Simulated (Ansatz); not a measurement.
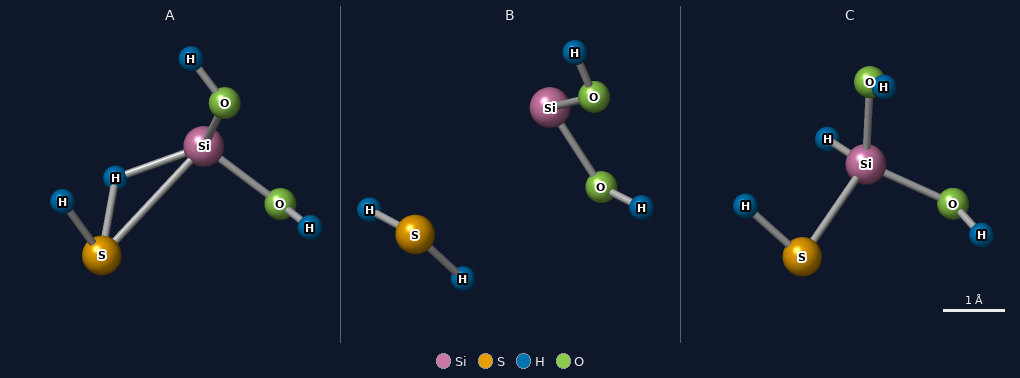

Three geometries of SiH4SO2: a saddle point and the two minima that it joins, in shuffled order. The picture is a ball-and-stick view, seen at a tilt. Sticks join atoms that are closer than about 1.2 times the sum of their covalent radii (a little more with hydrogen).

Stationary points at PBE0-D4/def2-TZVP, single-point energies with CCSD(T)/CBS, B3LYP-D4, CAM-B3LYP-D4, RPA@PBE, PBE-QIDH, r2SCAN0-D4 (def2-TZVPP where no basis is named; Ansatz 0.2.0). The energies are electronic, without zero-point or thermal terms, and both ends are the minima reached downhill from the saddle, with any fragments still in contact. CCSD(T)/CBS stands for a frozen-core estimate: MP2 correlation extrapolated from def2-TZVPP and def2-QZVPP, CCSD(T) minus MP2 from the smaller set.

Q: Which frame is the transition state, what reaction does it lead through, and what barrier is to be expected?

A: Frame A is the saddle point. Counted by bonded pieces, C holds SiH₄SO₂ and B holds H₂S + SiH₂O₂. From C over the saddle to B, a bond forms: H–S (3.06 → 1.72 → 1.34 Å). Bonds break: S–Si (2.14 → 2.56 → 3.23 Å), H–Si (1.47 → 1.61 → 3.18 Å). The saddle has one imaginary mode, 1001i cm⁻¹. With CCSD(T)/CBS the barrier is 3.01 eV from C and 1.03 eV from B, and B lies 1.98 eV above C.

```tsv
level	barrier from C (eV)	barrier from B (eV)	B less C (eV)
CCSD(T)/CBS	3.01	1.03	1.98
B3LYP-D4	2.80	0.98	1.82
CAM-B3LYP-D4	3.04	1.14	1.90
RPA@PBE	2.90	1.12	1.77
PBE-QIDH	3.12	0.98	2.14
r2SCAN0-D4	3.00	0.85	2.15
```

Against CCSD(T)/CBS, r2SCAN0-D4 comes closest on the barrier from C (−0.01 eV) and B3LYP-D4 misses most (−0.22 eV). At 1 of the 3 structures the mean-field solution behind PBE-QIDH isn't stable (a lower one of broken symmetry exists), so those energies are less reliable.
